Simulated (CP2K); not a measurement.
# AlSiNH5F (SMILES [NH2][Al]([F])[SiH3]) at GFN2-xTB

Aim: the vertical electron affinity of AlSiNH5F at GFN2-xTB, from 2 runs. 

The calculation is run with CP2K 2026.2.

### 1 The structure to begin with

The species is AlSiNH5F (9 atoms), meant as a singlet with charge 0. As SMILES, `[NH2][Al]([F])[SiH3]`. Geometry: a GFN2-xTB relaxation, a rough one for these elements and not checked as a minimum.

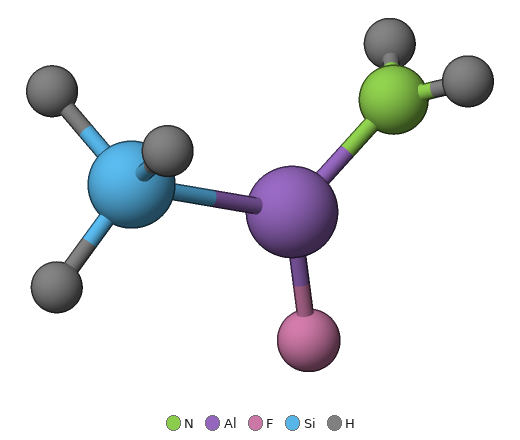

The structure, seen from a chosen angle (nitrogen green, aluminium purple, fluorine pink, silicon blue, hydrogen grey).

### 2 Energy and forces at GFN2-xTB

molecule.inp reads:

```
&GLOBAL
  PROJECT_NAME molecule
  RUN_TYPE ENERGY_FORCE
  PRINT_LEVEL MEDIUM
&END GLOBAL

&FORCE_EVAL
  METHOD QS
  &DFT
    CHARGE 0
    MULTIPLICITY 1
    &QS
      METHOD XTB
      EPS_DEFAULT 1.0E-10
      &XTB
        GFN_TYPE TBLITE
        &TBLITE
          METHOD GFN2
        &END TBLITE
        CHECK_ATOMIC_CHARGES F
      &END XTB
    &END QS
    &POISSON
      PERIODIC NONE
      POISSON_SOLVER ANALYTIC
    &END POISSON
    &SCF
      SCF_GUESS ATOMIC
      EPS_SCF 1.0E-06
      MAX_SCF 150
      ADDED_MOS 2
      &DIAGONALIZATION
        ALGORITHM STANDARD
      &END DIAGONALIZATION
      &MIXING
        METHOD DIRECT_P_MIXING
        ALPHA 0.4
      &END MIXING
    &END SCF
    &PRINT
      &MOMENTS
        PERIODIC F
        REFERENCE COM
        MAX_MOMENT 1
      &END MOMENTS
      &MO ON
        ENERGIES T
        OCCUPATION_NUMBERS T
        NDIGITS 6
        &EACH
          QS_SCF 0
        &END EACH
        ADD_LAST NUMERIC
      &END MO
      &HIRSHFELD OFF
      &END HIRSHFELD
    &END PRINT
  &END DFT
  &SUBSYS
    &CELL
      ABC [angstrom] 14.3 15.2 13.7
      PERIODIC NONE
    &END CELL
    &COORD
      N      7.319520     9.278440     5.970600
      Al     7.699440     7.713210     6.740990
      F      9.293200     7.231480     6.814640
      Si     6.002060     6.270580     7.655970
      H      7.247000    10.181380     6.422890
      H      7.174540     9.438940     4.980240
      H      5.006800     5.840570     6.653950
      H      6.505460     5.018620     8.255720
      H      5.202640     6.910360     8.719760
    &END COORD
  &END SUBSYS
  &PRINT
    &FORCES ON
    &END FORCES
  &END PRINT
&END FORCE_EVAL
```

Started as:

```sh
$ OMP_NUM_THREADS=1 cp2k.psmp molecule.inp > molecule.out
```

What it wrote, cut to the lines that bear on the results:

```text
CP2K| version string:                                       CP2K version 2026.2
[...]
 GLOBAL| Method name                                                        CP2K
[...]
 GLOBAL| Run type                                                   ENERGY_FORCE
[...]
                             - Atoms:                                          9
[...]
                             - Spherical basis functions:                     31
[...]
 Number of electrons:                                                         24
[...]
  *** SCF run converged in    17 steps ***
[...]
  Fermi energy:                                                -0.25871866511231
[...]
 TB_DIPOLE| Moment [Debye]         -1.97791625       0.66986115      -0.13469482
 TB_DIPOLE| Derivative [a.u.]       0.00000000       0.00000000       0.00000000
[...]
 ENERGY| Total FORCE_EVAL ( QS ) energy [hartree]            -13.099628690703110
 FORCES| Atomic forces [hartree/bohr]
 FORCES|   Atom     x               y               z               |f|
 FORCES|      1  4.19443068E-05 -3.95374768E-04 -5.08866233E-04   6.45775019E-04
 FORCES|      2 -8.98828108E-05  2.45092511E-04 -1.70534407E-05   2.61610547E-04
 FORCES|      3  7.90982353E-05 -1.19168084E-04 -3.22990126E-05   1.46631474E-04
 FORCES|      4 -7.33495943E-05  6.93629156E-05 -1.60865001E-07   1.00952479E-04
 FORCES|      5 -2.12204906E-04  1.99630642E-04  1.82682172E-04   3.43883834E-04
 FORCES|      6  1.61668009E-04  4.05781504E-05  3.59503748E-04   3.96265159E-04
 FORCES|      7 -1.01360537E-05 -7.78701983E-06  1.61562425E-05   2.06010057E-05
 FORCES|      8  1.03932710E-05 -2.09568334E-05  4.73430839E-05   5.28069744E-05
 FORCES|      9  9.24695422E-05 -1.13775139E-05 -4.73056950E-05   1.04488721E-04
 FORCES| Sum    -1.49172666E-16 -6.89823632E-18  6.37443115E-17
 FORCES| Total atomic force                                       1.62368123E-16
[...]
```

It took 0.47 s on 1 thread of Arm Neoverse N1, shared host; peak memory 0.14 GiB.

### 3 The doublet anion

molecule.inp reads:

```
&GLOBAL
   PROJECT molecule
   RUN_TYPE ENERGY_FORCE
   PRINT_LEVEL MEDIUM
&END GLOBAL
&FORCE_EVAL
   METHOD QS
   &DFT
      CHARGE -1
      MULTIPLICITY 2
      SPIN_POLARIZED T
      &QS
         METHOD XTB
         EPS_DEFAULT 1.0E-10
         &XTB
            GFN_TYPE TBLITE
            &TBLITE
               METHOD GFN2
            &END TBLITE
            CHECK_ATOMIC_CHARGES F
         &END XTB
      &END QS
      &POISSON
         PERIODIC NONE
         POISSON_SOLVER ANALYTIC
      &END POISSON
      &SCF
         SCF_GUESS ATOMIC
         EPS_SCF 1.0E-06
         MAX_SCF 150
         ADDED_MOS 2
         &DIAGONALIZATION
            ALGORITHM STANDARD
         &END DIAGONALIZATION
         &MIXING
            METHOD DIRECT_P_MIXING
            ALPHA 0.4
         &END MIXING
         &SMEAR ON
            METHOD FERMI_DIRAC
            ELECTRONIC_TEMPERATURE [K] 300
         &END SMEAR
      &END SCF
      &PRINT
         &MOMENTS
            PERIODIC F
            REFERENCE COM
            MAX_MOMENT 1
         &END MOMENTS
         &MO ON
            ENERGIES T
            OCCUPATION_NUMBERS T
            NDIGITS 6
            &EACH
               QS_SCF 0
            &END EACH
            ADD_LAST NUMERIC
         &END MO
         &HIRSHFELD OFF
         &END HIRSHFELD
      &END PRINT
   &END DFT
   &SUBSYS
      &CELL
         ABC [angstrom] 14.3 15.2 13.7
         PERIODIC NONE
      &END CELL
      &COORD
         N      7.319520     9.278440     5.970600
         Al     7.699440     7.713210     6.740990
         F      9.293200     7.231480     6.814640
         Si     6.002060     6.270580     7.655970
         H      7.247000    10.181380     6.422890
         H      7.174540     9.438940     4.980240
         H      5.006800     5.840570     6.653950
         H      6.505460     5.018620     8.255720
         H      5.202640     6.910360     8.719760
      &END COORD
   &END SUBSYS
   &PRINT
      &FORCES ON
      &END FORCES
   &END PRINT
&END FORCE_EVAL
```

Started as:

```sh
$ OMP_NUM_THREADS=1 cp2k.psmp molecule.inp > molecule.out
```

What it wrote, cut to the lines that bear on the results:

```text
CP2K| version string:                                       CP2K version 2026.2
[...]
 GLOBAL| Method name                                                        CP2K
[...]
 GLOBAL| Run type                                                   ENERGY_FORCE
[...]
                             - Atoms:                                          9
[...]
                             - Spherical basis functions:                     31
[...]
 Number of electrons:                                                         13
[...]
  *** SCF run converged in    19 steps ***
[...]
  Fermi energy:                                                -0.02012632057177
[...]
 TB_DIPOLE| Moment [Debye]          0.47062724       0.90276900      -0.50207893
 TB_DIPOLE| Derivative [a.u.]       0.00000000       0.00000000       0.00000000
[...]
 ENERGY| Total FORCE_EVAL ( QS ) energy [hartree]            -13.225643308361658
 FORCES| Atomic forces [hartree/bohr]
 FORCES|   Atom     x               y               z               |f|
 FORCES|      1 -4.64858114E-03  1.87750497E-02 -9.85874092E-03   2.17095963E-02
 FORCES|      2 -2.11928179E-03  1.62852133E-05  6.08181524E-04   2.20488215E-03
 FORCES|      3  2.86587148E-02 -9.45306091E-03  1.69323884E-03   3.02249790E-02
 FORCES|      4 -3.70354973E-03 -1.28896399E-03  1.01532636E-03   4.05075257E-03
 FORCES|      5 -9.51970317E-04  5.94488431E-03  4.42994019E-03   7.47477538E-03
 FORCES|      6 -1.35755888E-03 -1.60521780E-04 -6.58479542E-03   6.72519621E-03
 FORCES|      7 -5.43232724E-03 -5.38733600E-03  2.42465674E-03   8.02574163E-03
 FORCES|      8 -5.26272739E-03 -3.75741729E-03  2.50113084E-03   6.93326328E-03
 FORCES|      9 -5.18271832E-03 -4.68891922E-03  3.77106185E-03   7.94150112E-03
 FORCES| Sum    -5.20417043E-17 -1.90819582E-17 -4.20670443E-17
 FORCES| Total atomic force                                       6.95851732E-17
[...]
```

Wall time 0.55 s (1 thread of Arm Neoverse N1, shared host); peak memory 0.14 GiB.

### 4 What came out

Level: GFN2-xTB.

| quantity | value |
| --- | --- |
| singlet AlSiNH5F: total energy | -13.09963 Eh |
| singlet AlSiNH5F: dipole moment (from atomic charges alone) | 2.09 D |
| singlet AlSiNH5F: HOMO energy | -10.04 eV |
| singlet AlSiNH5F: LUMO energy | -6.14 eV |
| singlet AlSiNH5F: HOMO–LUMO gap | 3.90 eV |
| singlet AlSiNH5F: largest force on an atom | 0.033 eV/Å |
| doublet anion: total energy | -13.22564 Eh |
| doublet anion: HOMO energy (highest over α and β) | -0.72 eV |
| doublet anion: LUMO energy (lowest over α and β) | -0.38 eV |
| doublet anion: largest force on an atom | 1.554 eV/Å |
| vertical electron affinity (to the doublet anion) | 3.429 eV |

What this shows: At fixed nuclei the extra electron is bound by 3.43 eV (331 kJ/mol). A minimal valence basis can't be trusted even for the sign of an electron affinity. No empirical shift is applied, and without it xTB methods put this difference several eV too high. The dipole (singlet AlSiNH5F) comes from point charges on the atoms alone, without atomic dipoles, so it is partial.
